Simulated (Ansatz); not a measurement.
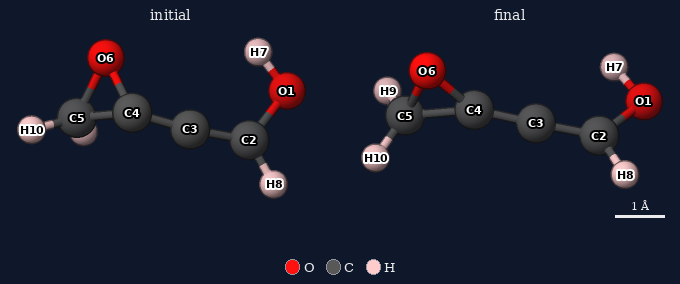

The structure of C$_{4}$H$_{4}$O$_{2}$ before (left) and after (right) a relaxation, at one scale.

Style: ball-and-stick. Shown at a tilt.

The run prepares the start of a later molecular dynamics calculation, from a guessed geometry.

All numbers below come from Ansatz, RKS revPBE-D4/STO-3G. Settings: no spin polarisation; force threshold 0.02 eV/Å; at most 40 steps.

Summarise the run.

Answer. The largest move after the best rigid fit is that of H9, 1.13 Å. By element the largest moves are H 1.13 Å, O 0.82 Å, C 0.46 Å. Some distances before and after: C4–O6 1.323 → 1.447 Å, C5–O6 1.439 → 1.527 Å, C5–H9 1.026 → 1.115 Å, C4–C5 1.424 → 1.496 Å. Bond angles that change, for instance: C3–C4–C5 125.8° → 155.5°, C3–C4–O6 122.4° → 142.0°, H9–C5–H10 118.9° → 114.4°. After 11 accepted moves (14 points after the start) the energy has fallen by 3.563 eV. Largest force component: 6.8 eV/Å at the start, 0.017 eV/Å at the end. The line search rejected the trial steps at points 8, 11, 13 of the run. The run took 23 s on 1 thread of Arm Neoverse V1, on a shared host, peak memory 0.098 GiB.

Limits of the set-up: STO-3G is a minimal basis, so the numbers are rough.
